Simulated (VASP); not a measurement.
Band structure of Al2HgS4 (space group I-4). These are PBEsol GGA, VASP's PBE PAW potentials (set 64) (plane waves; VASP) values and carry that method's errors.

Unless said otherwise, spin-orbit coupling is left out, though it shifts the bands of the heavy elements here.

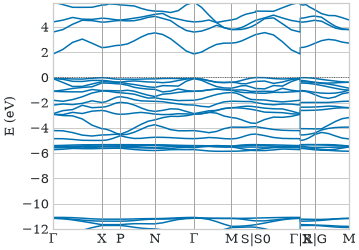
Figure. Bands along high-symmetry lines, zero at the valence-band maximum or, without a gap, the Fermi level

Q: Read the plot: is there a gap, and where are the band edges?

A: The gap is indirect, 1.85 eV, from the valence maximum at (0.33, -0.33, 0.17) to the conduction minimum at Γ.

The structure comes from a computed database's Al2HgS4 entry; how it stands against other phases isn't given here. The cell was not relaxed at this level.
